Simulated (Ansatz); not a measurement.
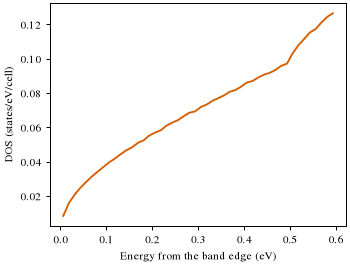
Figure: Density of states of C (P6_3/mmc) below the valence band maximum, Ansatz (a first-principles code) with PBE, rigid bands; cell volume 22.5 Å³.

Task: What effective density of states at 300 K does this give (∫ g(E) exp(−E/k_BT) dE, both spins, divided by the cell's size)?

Result: 1.9e19 cm⁻³, a density-of-states mass of 0.84 mₑ, valleys and band degeneracy included.

Spin-orbit coupling is left out. Geometry: cell and atoms relaxed with PBEsol.
